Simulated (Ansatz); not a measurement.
**Au_i (8-fold void) in Li5AuO4 (C2/m): charge-transition levels and formation energies**

Charge states of Au_i (8-fold void) in Li5AuO4 (C2/m), set against the band edges. Model: a cell of 80 host atoms with 1 Au put in.

Program: Ansatz 0.2.0. Level of theory: place-levels on PBEsol runs: charge-transition levels and formation energies with image-charge correction and potential alignment at the atomic sites. Results are calculated unless marked as measured.

## Step 1: Set-up

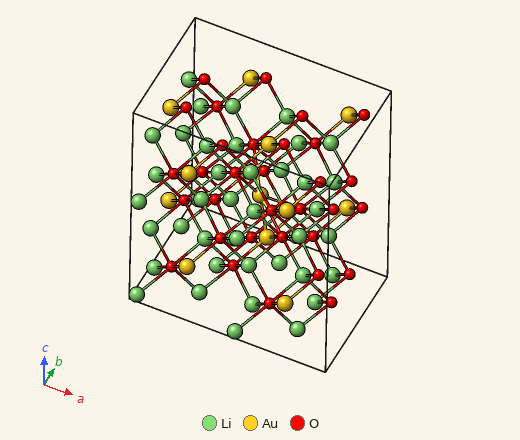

The cell as given, slightly off an axis (lithium green, gold yellow, oxygen red). Some periodic images of atoms are drawn too.

The cell holds 81 atoms: 40 Li, 9 Au and 32 O. Its edges and angles: a = 9.403 Å, b = 9.404 Å, c = 9.396 Å, α = 90.0°, β = 102.9°, γ = 90.0°. It derives from Li5AuO4 (space group C2/m). Nearest the centre at fractional (0.712, 0.000, 0.462): Au81 at 0.00 Å, Li66 at 2.09 Å, Li64 at 2.09 Å, Li69 at 2.10 Å, Au52 at 2.10 Å, O56 at 2.33 Å, O60 at 2.33 Å, O73 at 2.33 Å.

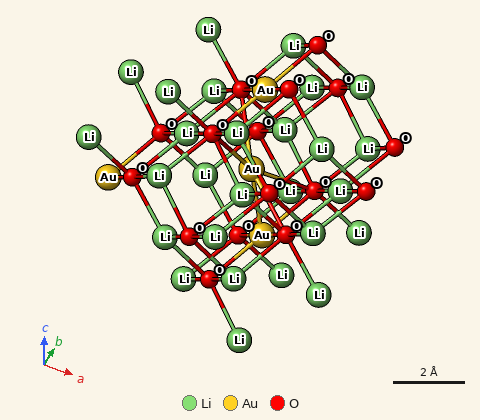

The atoms within 5 Å of the centre.

Coordinates:

```xyz
81
Lattice="9.4027 0.0000 -0.0255 0.0000 9.4041 0.0000 -2.0756 0.0000 9.1636" Properties=species:S:1:pos:R:3 pbc="T T T"
Li   -0.5189    7.4521    2.2909
Li    1.8318    2.7501    2.2845
Li    0.0000    2.6571    0.0000
Li    2.3507    7.3591   -0.0064
Li    0.0000    6.7470    0.0000
Li    2.3507    2.0449   -0.0064
Li   -0.5189    1.9519    2.2909
Li    1.8318    6.6540    2.2845
Li    0.0000    0.0000    0.0000
Li    2.3507    4.7020   -0.0064
Au   -0.5189    4.7020    2.2909
Au    1.8318    0.0000    2.2845
O     0.9429    8.0179    1.1430
O     3.2936    3.3159    1.1366
O     0.3699    3.3159    3.4324
O     2.7206    8.0179    3.4260
O     0.9429    1.3861    1.1430
O     3.2936    6.0882    1.1366
O     0.3699    6.0882    3.4324
O     2.7206    1.3861    3.4260
Li   -1.5567    7.4521    6.8727
Li    0.7940    2.7501    6.8663
Li   -1.0378    2.6571    4.5818
Li    1.3129    7.3591    4.5754
Li   -1.0378    6.7470    4.5818
Li    1.3129    2.0449    4.5754
Li   -1.5567    1.9519    6.8727
Li    0.7940    6.6540    6.8663
Li   -1.0378    0.0000    4.5818
Li    1.3129    4.7020    4.5754
Au   -1.5567    4.7020    6.8727
Au    0.7940    0.0000    6.8663
O    -0.0949    8.0179    5.7248
O     2.2558    3.3159    5.7184
O    -0.6679    3.3159    8.0142
O     1.6828    8.0179    8.0078
O    -0.0949    1.3861    5.7248
O     2.2558    6.0882    5.7184
O    -0.6679    6.0882    8.0142
O     1.6828    1.3861    8.0078
Li    4.1824    7.4521    2.2782
Li    6.5331    2.7501    2.2718
Li    4.7013    2.6571   -0.0127
Li    7.0520    7.3591   -0.0191
Li    4.7013    6.7470   -0.0127
Li    7.0520    2.0449   -0.0191
Li    4.1824    1.9519    2.2782
Li    6.5331    6.6540    2.2718
Li    4.7013    0.0000   -0.0127
Li    7.0520    4.7020   -0.0191
Au    4.1824    4.7020    2.2782
Au    6.5331    0.0000    2.2718
O     5.6443    8.0179    1.1303
O     7.9950    3.3159    1.1239
O     5.0713    3.3159    3.4197
O     7.4219    8.0179    3.4133
O     5.6443    1.3861    1.1303
O     7.9950    6.0882    1.1239
O     5.0713    6.0882    3.4197
O     7.4219    1.3861    3.4133
Li    3.1446    7.4521    6.8599
Li    5.4953    2.7501    6.8536
Li    3.6635    2.6571    4.5691
Li    6.0142    7.3591    4.5627
Li    3.6635    6.7470    4.5691
Li    6.0142    2.0449    4.5627
Li    3.1446    1.9519    6.8599
Li    5.4953    6.6540    6.8536
Li    3.6635    0.0000    4.5691
Li    6.0142    4.7020    4.5627
Au    3.1446    4.7020    6.8599
Au    5.4953    0.0000    6.8536
O     4.6065    8.0179    5.7121
O     6.9572    3.3159    5.7057
O     4.0334    3.3159    8.0015
O     6.3841    8.0179    7.9951
O     4.6065    1.3861    5.7121
O     6.9572    6.0882    5.7057
O     4.0334    6.0882    8.0015
O     6.3841    1.3861    7.9951
Au    5.7348    0.0000    4.2162
```

The host's dielectric constants go in as inputs: principal values (3.02, 4.18, 4.33) for the electrons alone, principal values (5.41, 8.74, 10.09) with the ions, from a response run on this crystal (DFPT, PBEsol) at that run's own cell.

The cell's shortest repeat is 9.4 Å.

## Step 2: What was run first

A transition level is the Fermi level at which two charge states cost the same, so each charge needs its own total energy, at its own relaxed structure.

Each atom starts 0.05 Å or so off its site in a random direction: a symmetric start keeps its symmetry, and would miss off-centre moves and Jahn–Teller distortions. Forces are taken at one point at (¼, ¼, ¼). The cell holds 1 electron fewer than the neutral one, with a uniform background that keeps it neutral on the whole.

The sampling was tested on the host first: at the k-points planned (1x1x1 shifted 0.25 0.25 0.25) its energy lies 0.000 eV an atom from the dense-mesh value, under the bound of 0.02 eV set for this test; that bounds the host's error, not the defect's.

One of the inputs; charge, spin and start change from state to state.

Contents of qp1.relax/input.yaml:

```yaml
crystal:
  lattice:
    - [4.70134262, 0.0, -0.01274326]
    - [0.0, 9.40405317, 0.0]
    - [-1.03781253, 0.0, 4.58179354]
  atoms:
    - { symbol: Li, position: [0.0, 0.7924353, 0.5] }
    - { symbol: Li, position: [0.5, 0.2924353, 0.5] }
    - { symbol: Li, position: [0.0, 0.28254642, 0.0] }
    - { symbol: Li, position: [0.5, 0.78254642, 0.0] }
    - { symbol: Li, position: [0.0, 0.71745358, 0.0] }
    - { symbol: Li, position: [0.5, 0.21745358, 0.0] }
    - { symbol: Li, position: [0.0, 0.2075647, 0.5] }
    - { symbol: Li, position: [0.5, 0.7075647, 0.5] }
    - { symbol: Li, position: [0.0, 0.0, 0.0] }
    - { symbol: Li, position: [0.5, 0.5, 0.0] }
    - { symbol: Au, position: [0.0, 0.5, 0.5] }
    - { symbol: Au, position: [0.5, 0.0, 0.5] }
    - { symbol: O, position: [0.25579724, 0.85260183, 0.25018147] }
    - { symbol: O, position: [0.75579724, 0.35260183, 0.25018147] }
    - { symbol: O, position: [0.24420276, 0.35260183, 0.74981853] }
    - { symbol: O, position: [0.74420276, 0.85260183, 0.74981853] }
    - { symbol: O, position: [0.25579724, 0.14739817, 0.25018147] }
    - { symbol: O, position: [0.75579724, 0.64739817, 0.25018147] }
    - { symbol: O, position: [0.24420276, 0.64739817, 0.74981853] }
    - { symbol: O, position: [0.74420276, 0.14739817, 0.74981853] }
  supercell: [2, 1, 2]
  defects:
    - { interstitial: { symbol: Au, position: [0.711916, 0.0, 0.462084] } }
total_charge: 1
basis:
  ecutwfc: 420
  xc_grid: 2
hamiltonian:
  xc: pbesol
kpoints:
  mp_grid: { grid: [1, 1, 1], shift: [0.25, 0.25, 0.25] }
scf:
  occupations: { method: fixed }
  max_iter: 80
output:
  forces: true
  charged_corrections:
    epsilon: [[3.54, 0.0, 0.64], [0.0, 4.18, 0.0], [0.64, 0.0, 3.81]]
    static_epsilon: [[7.29, 0.0, 2.29], [0.0, 8.74, 0.0], [2.29, 0.0, 8.21]]
relax:
  f_tol: 0.02
  max_steps: 80
  random_displacement: { amplitude: 0.05, seed: 6012 }
checkpoint:
  write: "../qp1.relax.run"
  compress: false
  write_wavefunctions: true
  write_every: 100000
```

On the command line:

```console
> ansatz run input.yaml --threads 4 --pin off --max-ram 7536MiB --backend cpu --events-out ev --progress --plain --runs-dir out
```

The relaxed structure is kept and the sampling changed to a 2×2×2 shifted mesh.

The run of this state that the levels use, under PBEsol:

Contents of qp1.point/input.yaml:

```yaml
crystal:
  checkpoint: "../qp1.relax.run"
  host: checkpoint
total_charge: 1
basis:
  ecutwfc: 420
  xc_grid: 2
hamiltonian:
  xc: pbesol
kpoints:
  mp_grid: { grid: [2, 2, 2], shift: [0.5, 0.5, 0.5] }
scf:
  occupations: { method: fermi_dirac, width: 0.01 }
  max_iter: 80
output:
  forces: true
  eigenvalues: true
  charged_corrections:
    epsilon: [[3.54, 0.0, 0.64], [0.0, 4.18, 0.0], [0.64, 0.0, 3.81]]
    static_epsilon: [[7.29, 0.0, 2.29], [0.0, 8.74, 0.0], [2.29, 0.0, 8.21]]
    defect_position: [0.711916, 0.0, 0.462084]
  eigenstates: { localisation: true }
  populations: true
  band_densities: [{ bands: [v1, v1] }, { bands: [c1, c1] }]
  write_density: true
  write_potential: true
  volumetric_format: npy
  elf: true
checkpoint:
  read: "../qp1.relax.run"
  write: "../qp1.point.run"
  compress: false
  write_wavefunctions: false
  write_every: 100000
```

On the command line:

```console
> ansatz run input.yaml --threads 4 --pin off --max-ram 7536MiB --backend cpu --events-out ev --progress --plain --runs-dir out
```

Relaxations under PBEsol at one point at (¼, ¼, ¼); times on 4 threads of Arm Neoverse V1, shared host:

| charge | moment (μB) | occupations | outcome | steps | largest displacement against the far atoms (Å) | time |
| --- | --- | --- | --- | --- | --- | --- |
| 0 | 1 | fixed | converged | 21 | 1.05 | 10 min |
| +1 | 0 | fixed | converged | 13 | 1.12 | 2.7 min |
| +2 | 1 | fixed | converged | 7 | 0.44 | 3.7 min |
| +3 | 0 | fixed | converged | 9 | 0.44 | 2.3 min |
| +3 | 2 | fixed | converged | 7 | 0.44 | 4.3 min |

Single points under PBEsol at a 2×2×2 shifted mesh; times on 4 threads of Arm Neoverse V1, shared host:

| charge | moment (μB) | occupations | outcome | time |
| --- | --- | --- | --- | --- |
| 0 | 1 | fermi-dirac | converged | 3.7 min |
| +1 | 0 | fermi-dirac | converged | 95 s |
| +2 | 1 | fermi-dirac | converged | 3.1 min |
| +3 | 0 | fermi-dirac | converged | 100 s |
| +3 | 2 | fermi-dirac | converged | 3.8 min |

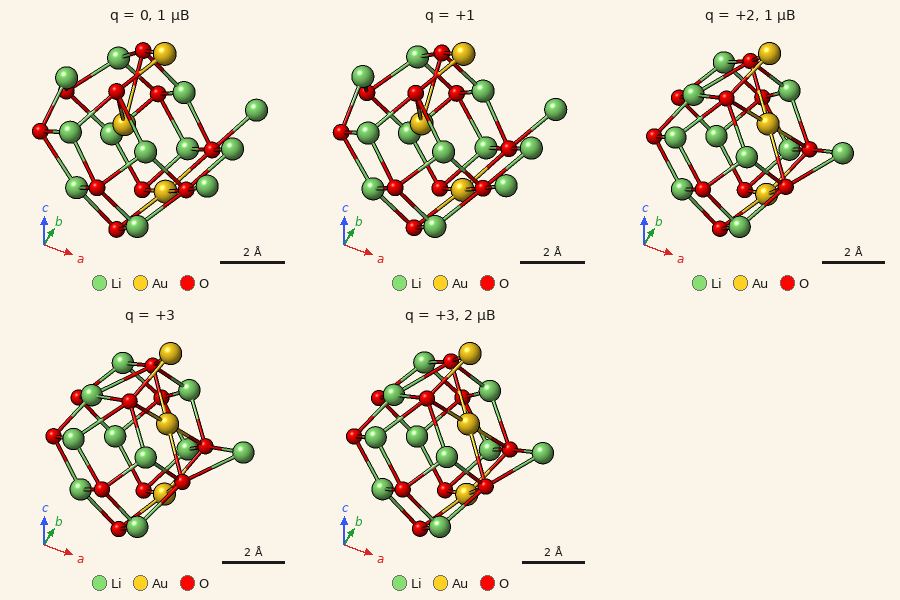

The structures near the centre after relaxation with PBEsol, by charge.

Distances (Å) from Au81 to the nearest atoms after relaxation with PBEsol:

| charge | moment (μB) | 1. | 2. | 3. | 4. | 5. | 6. |
| --- | --- | --- | --- | --- | --- | --- | --- |
| 0 | 1 | Li 2.35 | O 2.42 | O 2.42 | Li 2.49 | Li 2.49 | Li 2.59 |
| +1 | 0 | O 2.33 | O 2.33 | Li 2.38 | Li 2.55 | Li 2.55 | Au 2.56 |
| +2 | 1 | O 2.23 | O 2.23 | O 2.24 | O 2.25 | Li 2.39 | Li 2.39 |
| +3 | 0 | O 2.08 | O 2.08 | O 2.08 | O 2.08 | Li 2.44 | Li 2.44 |
| +3 | 2 | O 2.23 | O 2.23 | O 2.23 | O 2.23 | Li 2.39 | Li 2.39 |

## Step 3: place-levels, PBEsol

A charged cell interacts with its images and the background, and its potential has another zero than the host's. place-levels removes the first by a point-charge model, screened by the static dielectric constant since the ions have relaxed around the charge, and the second by comparing potentials at atoms far from the defect.

The host is a run of the defect-free crystal in the same cutoffs, grids and k-points, so that basis and sampling errors cancel in part in the differences. Its band edges come from a run of the primitive cell that searches the zone for them. The host is run in a cell of 20 atoms on a matching mesh. Chemical potentials are energies per atom of Au (fcc), run with the same functional and cutoff.

Contents of levels.point.yaml:

```yaml
host:
  run: host.point.run
  levels_from: { run: edges.point.run }
states: [q0_M1.point.run, qp1.point.run, qp2_M1.point.run, qp3.point.run, qp3_M2.point.run]
geometry_from:
  q0_M1.point.run: q0_M1.relax.run
  qp1.point.run: qp1.relax.run
  qp2_M1.point.run: qp2_M1.relax.run
  qp3.point.run: qp3.relax.run
  qp3_M2.point.run: qp3_M2.relax.run
  host.point.run: host.relax.run
chemical_potentials:
  Au:
    energy: -13007.099302
    dataset: "<sha256 of the dataset>"
epsilon:
  - [3.54, 0.0, 0.64]
  - [0.0, 4.18, 0.0]
  - [0.64, 0.0, 3.81]
static_epsilon:
  - [7.29, 0.0, 2.29]
  - [0.0, 8.74, 0.0]
  - [2.29, 0.0, 8.21]
vertical:
  - { from: qp1.point.run, to: qp1.point_neutral.run }
  - { from: qp2_M1.point.run, to: qp2_M1.point_neutral.run }
  - { from: qp3.point.run, to: qp3.point_neutral.run }
  - { from: qp3_M2.point.run, to: qp3_M2.point_neutral.run }
```

On the command line:

```console
> ansatz place-levels levels.point.yaml -- --threads 4 --pin off --max-ram 7536MiB
```

Then come: effect of the sampling.

**Question.** What will these runs give for the gap of the host and level (plus 1/0)?

Of the charges placed (0, +1, +2 and +3), the lowest changes at 1.65 eV (+1/0) above the valence top, in a gap of 2.05 eV. (+1/0) lies nearer to a band edge than the share of the finite-size correction in it (0.74 eV), and that correction holds for a localised charge alone. Charges below 0 were not placed, so these runs say nothing of levels that involve them.

| Property | Result |
| --- | --- |
| gap of the host | 2.05 eV (PBEsol) |
| level (plus 3/plus 2) | 0.30 eV below the valence top, not a change between lowest states (-0.95 eV above the valence top without the band-filling term) |
| level (plus 2/plus 1) | 0.54 eV below the valence top, not a change between lowest states (-0.77 eV above the valence top without the band-filling term) |
| level (plus 1/0) | 1.65 eV above the valence top |
| lowest of the charges placed, just above the valence top (0.02 eV) | +1 |
| lowest of the charges placed, just below the conduction bottom (0.02 eV) | 0 |
| lowest formation energy at mid-gap of the charges run, elemental references | 3.68 eV |

States placed: +3 at 0 μB and 2 μB; +2 at 1 μB; +1 at 0 μB; 0 at 1 μB. Other spin states or structures, where not listed, weren't placed. The program finds carriers beyond a band edge of the host and adds a band-filling term at charge +2 (-0.22 eV) and +3 (-0.87 eV); steps to such a charge show no bound level, and a defect level inside a band would be read the same way. Corrections reach 3.8 eV, so the cell is small for these charges and their levels are rough. At charge 0 and +1 the atom put in ends up to 1.0 Å from its starting place, so the name tells the start alone and the levels can join different sites. Going from one point at (¼, ¼, ¼) to a 2×2×2 shifted mesh moves the levels that carry no band-filling term by up to 0.00 eV and formation energies against the elements by up to 0.01 eV; band-filling terms, which differ between samplings, are in these energies. Limits: PBEsol makes the gap too small and tends to spread out bound carriers; where a gas molecule sets a chemical potential or the host's formation energy, its binding is uncorrected; spin–orbit coupling, which can matter with heavy atoms, is left out.

[Logs are printed without paths, hosts, clocks, repeated set-up lines and the standing remarks that a program may print on its own settings, such as how far it seeks lower states.]

[Hosts, paths, dates, database ids (printed as entryN), source tags and the programs' standing remarks are cut or masked in the printed files.]

[Where a table of states has a column of steps, it counts the stored structures, which are thinned; the runs took as many ionic steps or more.]

[A defect's name tells the site on which it was built; relaxed atoms can leave that site.]

[For some hosts the program warned that the k-mesh of the response run may be too coarse for force constants and the static dielectric constant; such warnings are not shown here.]
